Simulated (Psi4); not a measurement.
**Frequency calculation, with input and output: SiSe (part 1 of 3)**

The run: frequency calculation of SiSe. Method and program: B3LYP/STO-3G, RKS (Psi4 1.11).

The geometry was optimised with B3LYP/STO-3G.

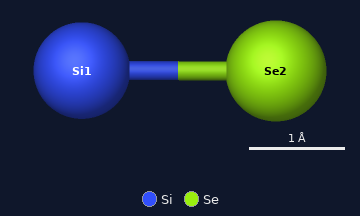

Fig. 1: The structure as given in the input (ball-and-stick view, seen on its broad side; atoms are numbered from 1 in the order of the input). Bond lengths as drawn: Se–Si 2.04 Å.

## The input (calc.py)
```python
import psi4

psi4.set_memory('1600 MB')
psi4.set_num_threads(1)
psi4.core.set_output_file('psi4.out', False)

mol = psi4.geometry("""
0 1
Si    -0.01297675     0.15140675     0.04346748
Se    -0.12344258    -0.02949296     3.90108069
units au
""")

psi4.set_options({
    'basis': 'STO-3G',
    't': 298.15,
    'rotational_symmetry_number': 1,
    'df_basis_scf': 'def2-universal-jkfit',
})

result = psi4.frequencies('b3lyp')
print(f'total energy {result:.8f} hartree = {result * 27.211386:.5f} eV')
```

Machine: 1 thread of INTEL XEON PLATINUM @ 2.10GHz (Emerald Rapids), 24 GiB of memory available, shared host.

Command:
```bash
python calc.py
```

## What the program printed
```
Psi4 1.11 release

gradient() will perform analytic gradient computation.

   => Loading Basis Set <=

    Name: STO-3G
    Role: ORBITAL
    Keyword: BASIS

         ---------------------------------------------------------
                                   SCF
                              RKS Reference
                        1 Threads,   1525 MiB Core
         ---------------------------------------------------------

  ==> Geometry <==

    Molecular point group: c2v
    Full point group: C_inf_v

    Geometry (in Bohr), charge = 0, multiplicity = 1:

       Center              X                  Y                   Z               Mass
    ------------   -----------------  -----------------  -----------------  -----------------
         SI          -0.000000000000     0.000000000000    -2.861638543833    27.976926534650
         SE          -0.000000000000     0.000000000000     1.001793490336    79.916521800000

  Running in c2v symmetry.

  Rotational constants: A = ************  B =      0.19463  C =      0.19463 [cm^-1]
  Rotational constants: A = ************  B =   5834.81214  C =   5834.81214 [MHz]
  Nuclear repulsion =  123.206515810339909

  Charge       = 0
  Multiplicity = 1
  Electrons    = 48
  Nalpha       = 24
  Nbeta        = 24

  ==> Algorithm <==

  SCF Algorithm Type is DF.
  DIIS enabled.
  MOM disabled.
  Fractional occupation disabled.
  Guess Type is SAD.
  Energy threshold   = 1.00e-08
  Density threshold  = 1.00e-08
  Integral threshold = 1.00e-12

  ==> Primary Basis <==

  Basis Set: STO-3G
    Blend: STO-3G
    Number of shells: 13
    Number of basis functions: 27
    Number of Cartesian functions: 28
    Spherical Harmonics?: true
    Max angular momentum: 2

  ==> DFT Potential <==

   => LibXC <=

    Version 7.1.2

   => Composite Functional: B3LYP <=

    B3LYP Hyb-GGA Exchange-Correlation Functional

    Deriv               =              1
    GGA                 =           TRUE
    Meta                =          FALSE

    Exchange Hybrid     =           TRUE
    MP2 Hybrid          =          FALSE

   => Exchange Functionals <=

    0.0800   Slater exchange
    0.7200         Becke 88

   => Exact (HF) Exchange <=

    0.2000               HF

   => Correlation Functionals <=

    0.1900   Vosko, Wilk & Nusair (VWN5_RPA)
    0.8100   Lee, Yang & Parr

   => LibXC Density Thresholds  <==

    XC_HYB_GGA_XC_B3LYP:  1.00E-15

   => Molecular Quadrature <=

    Radial Scheme          =       TREUTLER
    Pruning Scheme         =           NONE
    Nuclear Scheme         =       TREUTLER

    Blocking Scheme        =         OCTREE
    BS radius alpha        =              1
    Pruning alpha          =              1
    Radial Points          =             75
    Spherical Points       =            302
    Total Points           =          38666
    Total Blocks           =            351
    Max Points             =            255
    Max Functions          =             26
    Weights Tolerance      =       1.00E-15

   => Loading Basis Set <=

    Name: DEF2-UNIVERSAL-JKFIT
    Role: JKFIT
    Keyword: DF_BASIS_SCF

  ==> Integral Setup <==

  DFHelper Memory: AOs need 0.003 GiB; user supplied 1.096 GiB.
  SCF_SUBTYPE=INCORE selected. In-core MEM_DF algorithm will be used.
  Using in-core AOs.

  ==> MemDFJK: Density-Fitted J/K Matrices <==

    J tasked:                   Yes
    K tasked:                   Yes
    wK tasked:                   No
    Memory [MiB]:              1122
    Algorithm:                 Core
    Schwarz Cutoff:           1E-12
    Mask sparsity (%):       3.5665
    Fitting Condition:        1E-10

   => Auxiliary Basis Set <=

  Basis Set: DEF2-UNIVERSAL-JKFIT
    Blend: DEF2-UNIVERSAL-JKFIT
    Number of shells: 98
    Number of basis functions: 394
    Number of Cartesian functions: 526
    Spherical Harmonics?: true
    Max angular momentum: 5

  Cached 100.0% of DFT collocation blocks in 0.021 [GiB].

  Minimum eigenvalue in the overlap matrix is 2.9361406755E-01.
  Reciprocal condition number of the overlap matrix is 1.6259653246E-01.
    Using symmetric orthogonalization.

  ==> Pre-Iterations <==

  SCF Guess: Superposition of Atomic Densities via on-the-fly atomic UHF (no occupation information).

   -------------------------
    Irrep   Nso     Nmo
   -------------------------
     A1        14      14
     A2         1       1
     B1         6       6
     B2         6       6
   -------------------------
    Total      27      27
   -------------------------

  ==> Iterations <==

                           Total Energy        Delta E     RMS |[F,P]|

   @DF-RKS iter SAD: -2658.96585656588513   -2.65897e+03   0.00000e+00
   @DF-RKS iter   1: -2660.63202706889797   -1.66617e+00   2.87112e-02 ADIIS/DIIS
   @DF-RKS iter   2: -2658.39036661268938    2.24166e+00   7.78389e-02 ADIIS/DIIS
   @DF-RKS iter   3: -2660.88698089931677   -2.49661e+00   2.17036e-02 ADIIS/DIIS
   @DF-RKS iter   4: -2660.98614867717561   -9.91678e-02   4.19711e-03 ADIIS/DIIS
   @DF-RKS iter   5: -2660.99024976500004   -4.10109e-03   9.76095e-04 ADIIS/DIIS
   @DF-RKS iter   6: -2660.99048453551723   -2.34771e-04   9.64533e-05 DIIS
   @DF-RKS iter   7: -2660.99048675489257   -2.21938e-06   1.37671e-05 DIIS
   @DF-RKS iter   8: -2660.99048680193391   -4.70413e-08   8.60227e-07 DIIS
   @DF-RKS iter   9: -2660.99048680211399   -1.80080e-10   2.53093e-09 DIIS
  Energy and wave function converged.

  ==> Post-Iterations <==

   Electrons on quadrature grid:
      Ntotal   =   48.0000141247 ; deviation = 1.412e-05

    Orbital Energies [Eh]
    ---------------------

    Doubly Occupied:

       1A1  -448.554217     2A1   -65.293076     3A1   -55.966876
       4A1   -51.296862     1B1   -51.295658     1B2   -51.295658
       5A1    -7.019634     6A1    -5.064336     2B1    -5.056593
       2B2    -5.056593     7A1    -5.043781     3B1    -3.341961
       3B2    -3.341961     8A1    -3.339480     9A1    -1.018244
       4B2    -1.013194     4B1    -1.013194     1A2    -1.008912
      10A1    -1.008879    11A1    -0.577239    12A1    -0.326084
       5B2    -0.160927     5B1    -0.160927    13A1    -0.156991

    Virtual:

       6B2     0.059804     6B1     0.059804    14A1     0.319748

    Final Occupation by Irrep:
             A1    A2    B1    B2
    DOCC [    13,    1,    5,    5 ]
    NA   [    13,    1,    5,    5 ]
    NB   [    13,    1,    5,    5 ]

  @DF-RKS Final Energy: -2660.99048680211399

   => Energetics <=

    Nuclear Repulsion Energy =            123.2065158103399085
    One-Electron Energy =               -3972.0646196647044235
    Two-Electron Energy =                1275.2951234234442381
    DFT Exchange-Correlation Energy =     -87.4275063711938856
    Empirical Dispersion Energy =           0.0000000000000000
    VV10 Nonlocal Energy =                  0.0000000000000000
    Total Energy =                      -2660.9904868021139919

Computation Completed

Properties will be evaluated at   0.000000,   0.000000,   0.000000 [a0]

Properties computed using the SCF density matrix

 Multipole Moments:

 ------------------------------------------------------------------------------------
     Multipole            Electronic (a.u.)      Nuclear  (a.u.)        Total (a.u.)
 ------------------------------------------------------------------------------------

 L = 1.  Multiply by 2.5417464519 to convert [e a0] to [Debye]
 Dipole X            :          0.0000000            0.0000000            0.0000000
 Dipole Y            :          0.0000000            0.0000000            0.0000000
 Dipole Z            :          5.0897132           -6.0019609           -0.9122477
 Magnitude           :                                                    0.9122477

 ------------------------------------------------------------------------------------

	total time  =          1 seconds =       0.02 minutes

         ------------------------------------------------------------
                                   SCF GRAD
         ------------------------------------------------------------

  ==> Geometry <==

    Molecular point group: c2v
    Full point group: C_inf_v

    Geometry (in Bohr), charge = 0, multiplicity = 1:

       Center              X                  Y                   Z               Mass
    ------------   -----------------  -----------------  -----------------  -----------------
         SI           0.000000000000     0.000000000000    -2.861638543833    27.976926534650
         SE           0.000000000000     0.000000000000     1.001793490336    79.916521800000

  Nuclear repulsion =  123.206515810339909

  ==> Basis Set <==

  Basis Set: STO-3G
    Blend: STO-3G
    Number of shells: 13
    Number of basis functions: 27
    Number of Cartesian functions: 28
    Spherical Harmonics?: true
    Max angular momentum: 2

  ==> DFJKGrad: Density-Fitted SCF Gradients <==

    Gradient:                    1
    J tasked:                  Yes
    K tasked:                  Yes
    wK tasked:                  No
    Integrals threads:           1
    Memory [MiB]:             1144
    Schwarz Cutoff:          1E-12
    Fitting Condition:       1E-10

   => Auxiliary Basis Set <=

  Basis Set: DEF2-UNIVERSAL-JKFIT
    Blend: DEF2-UNIVERSAL-JKFIT
    Number of shells: 98
    Number of basis functions: 394
    Number of Cartesian functions: 526
    Spherical Harmonics?: true
    Max angular momentum: 5

   => Molecular Quadrature <=

    Radial Scheme          =       TREUTLER
    Pruning Scheme         =           NONE
    Nuclear Scheme         =       TREUTLER

    Blocking Scheme        =         OCTREE
    BS radius alpha        =              1
    Pruning alpha          =              1
    Radial Points          =             75
    Spherical Points       =            302
    Total Points           =          38666
    Total Blocks           =            351
    Max Points             =            255
    Max Functions          =             26
    Weights Tolerance      =       1.00E-15

  -Total Gradient:
     Atom            X                  Y                   Z
    ------   -----------------  -----------------  -----------------
       1        0.000000000000    -0.000000000000     0.000334312389
       2        0.000000000000    -0.000000000000    -0.000180104060

	total time  =          1 seconds =       0.02 minutes

    Psi4 run time: 0:00:01.22

    -----------------------------------------------------------------------
                               Psi4 1.11 release

    h
    h
    h

    -----------------------------------------------------------------------

    Memory:     1.5 GiB
    Threads:    1
                ecpint, einsums, f̶o̶r̶t̶e̶, gauxc, gcp, g̶d̶m̶a̶, geometric, g̶p̶u̶_̶d̶f̶c̶c̶,
                i̶n̶t̶e̶g̶r̶a̶t̶o̶r̶x̶x̶, i̶p̶i̶, libefp, m̶d̶i̶, m̶p̶2̶d̶, m̶r̶c̶c̶, ooo,
                o̶p̶e̶n̶f̶e̶r̶m̶i̶o̶n̶p̶s̶i̶4̶, pcmsolver, p̶s̶i̶4̶f̶o̶c̶k̶c̶i̶, p̶s̶i̶x̶a̶s̶,
                p̶y̶e̶i̶n̶s̶u̶m̶s̶, r̶e̶s̶p̶, s̶i̶m̶i̶n̶t̶, s̶n̶s̶m̶p̶2̶,
                v̶2̶r̶d̶m̶_̶c̶a̶s̶s̶c̶f̶

gradient() will perform analytic gradient computation.

  ==> Geometry <==

    Molecular point group: c2v
    Full point group: C_inf_v

    Geometry (in Bohr), charge = 0, multiplicity = 1:

       Center              X                  Y                   Z               Mass
    ------------   -----------------  -----------------  -----------------  -----------------
         SI           0.000000000000     0.000000000000    -2.862452106016    27.976926534650
         SE           0.000000000000     0.000000000000     1.002078299646    79.916521800000

  Running in c2v symmetry.

  Rotational constants: A = ************  B =      0.19452  C =      0.19452 [cm^-1]
  Rotational constants: A = ************  B =   5831.49589  C =   5831.49589 [MHz]
  Nuclear repulsion =  123.171498224607632

  Charge       = 0
  Multiplicity = 1
  Electrons    = 48
  Nalpha       = 24
  Nbeta        = 24

   => Auxiliary Basis Set <=

  Basis Set: DEF2-UNIVERSAL-JKFIT
    Blend: DEF2-UNIVERSAL-JKFIT
    Number of shells: 98
    Number of basis functions: 394
    Number of Cartesian functions: 526
    Spherical Harmonics?: true
    Max angular momentum: 5

  Cached 100.0% of DFT collocation blocks in 0.021 [GiB].

  Minimum eigenvalue in the overlap matrix is 2.9388517503E-01.
  Reciprocal condition number of the overlap matrix is 1.6277768197E-01.
    Using symmetric orthogonalization.

  ==> Iterations <==

                           Total Energy        Delta E     RMS |[F,P]|

   @DF-RKS iter SAD: -2658.96524135531763   -2.65897e+03   0.00000e+00
   @DF-RKS iter   1: -2660.63181710567142   -1.66658e+00   2.87099e-02 ADIIS/DIIS
   @DF-RKS iter   2: -2658.38763668093043    2.24418e+00   7.78359e-02 ADIIS/DIIS
   @DF-RKS iter   3: -2660.88685066796006   -2.49921e+00   2.17180e-02 ADIIS/DIIS
   @DF-RKS iter   4: -2660.98614924342428   -9.92986e-02   4.19683e-03 ADIIS/DIIS
   @DF-RKS iter   5: -2660.99025014375411   -4.10090e-03   9.75766e-04 ADIIS/DIIS
   @DF-RKS iter   6: -2660.99048476445887   -2.34621e-04   9.62777e-05 DIIS
   @DF-RKS iter   7: -2660.99048697637909   -2.21192e-06   1.36869e-05 DIIS
   @DF-RKS iter   8: -2660.99048702287382   -4.64947e-08   8.65358e-07 DIIS
   @DF-RKS iter   9: -2660.99048702305936   -1.85537e-10   2.53486e-09 DIIS
  Energy and wave function converged.

  ==> Post-Iterations <==

   Electrons on quadrature grid:
      Ntotal   =   48.0000141504 ; deviation = 1.415e-05

    Final Occupation by Irrep:
             A1    A2    B1    B2
    DOCC [    13,    1,    5,    5 ]
    NA   [    13,    1,    5,    5 ]
    NB   [    13,    1,    5,    5 ]

  @DF-RKS Final Energy: -2660.99048702305936

   => Energetics <=
```
